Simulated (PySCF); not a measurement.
```yaml
atoms:
  - { symbol: Hf, position_ang: [0.0000, 0.0000, -0.1451] }
  - { symbol: O, position_ang: [0.0000, 0.0000, 1.6319] }
```

Core potentials replace the inner electrons of Hf.

Theory: PySCF, PBE0/def2-TZVPPD, non-relativistic Hamiltonian with scalar-relativistic core potentials where named, at a bond length of 1.777 Å.

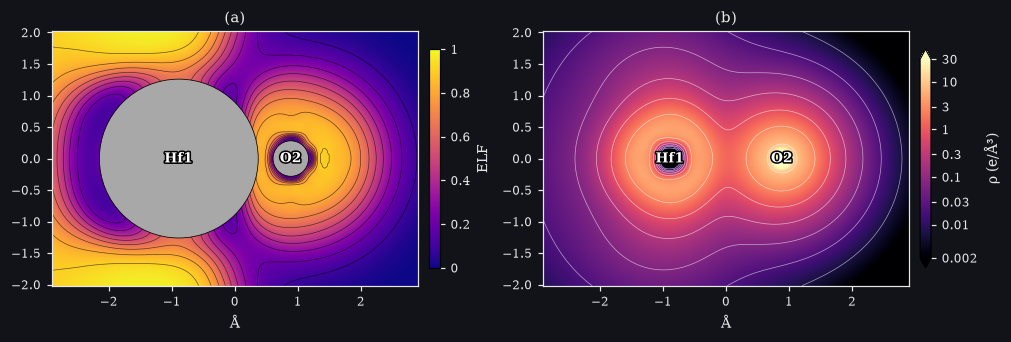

HfO (charge −1, doublet). (a) electron localisation function; (b) electron density on a plane that holds the molecular axis. Grey discs cover the atomic cores in the ELF map.

Q: What do the fields say about this system?

A:
- The section cuts through Hf and O sites.
- Hf–O (1.78 Å): ρ is about 1.4 e/Å³ halfway; the ELF peaks at about 0.80 in the valence shell of O, 0.5 Å from its nucleus, and drops to about 0.40 between the two atoms.
